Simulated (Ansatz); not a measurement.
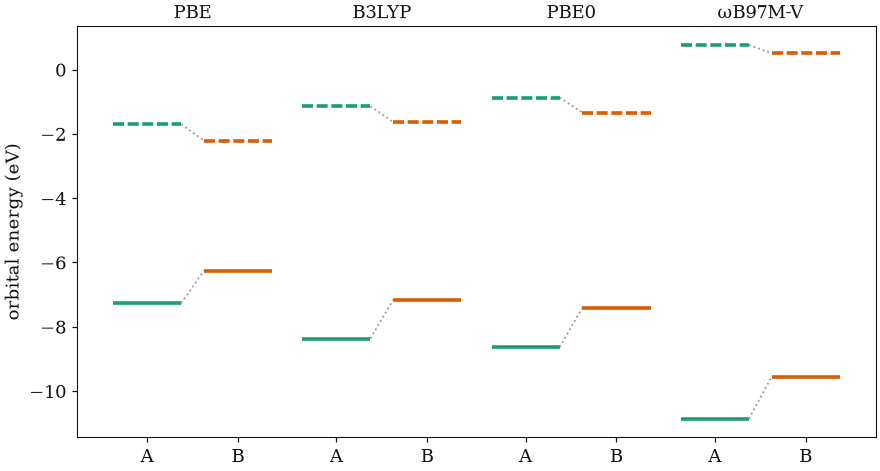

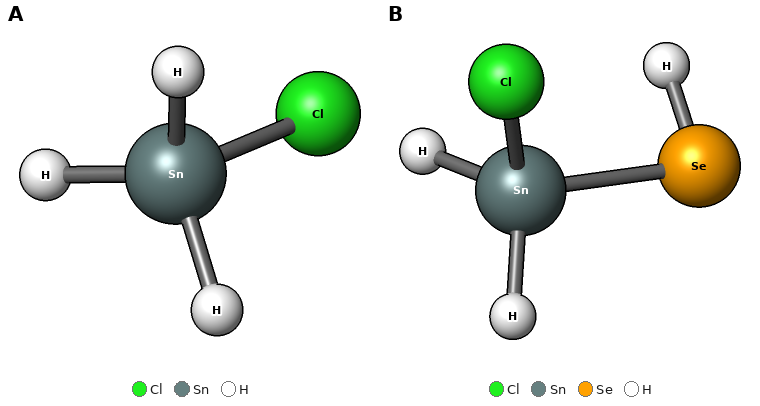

One change: A, SnH₃Cl (SMILES [Cl][SnH3]), becomes B, SnH₃SeCl (SMILES [Cl][SnH2][SeH]). H on Sn is replaced by SeH. HOMO (solid) and LUMO (dashed) computed in def2-TZVPP at PBE0-D4/def2-TZVP geometries, both minima by their frequencies, gas phase, the Ansatz code 0.2.0. Empty levels above zero depend strongly on the basis.

> What does the change do to HOMO and LUMO?

PBE: the HOMO rises by 1.01 eV, the LUMO falls by 0.51 eV, and the separation goes from 5.57 to 4.05 eV. B3LYP: the HOMO rises by 1.20 eV, the LUMO falls by 0.49 eV, and the separation goes from 7.23 to 5.53 eV. PBE0: the HOMO rises by 1.22 eV, the LUMO falls by 0.46 eV, and the separation goes from 7.76 to 6.07 eV. ωB97M-V: the HOMO rises by 1.30 eV, the LUMO falls by 0.25 eV, and the separation goes from 11.63 to 10.07 eV.

> Do the functionals agree on the effect?

They agree on the direction for both levels; the HOMO shift lies between 1.01 and 1.30 eV and the LUMO shift between −0.51 and −0.25 eV, while the separations themselves differ by up to 6.1 eV between functionals.

Note: core potentials past krypton; spin-orbit coupling is left out, and with Sn it can shift these values.
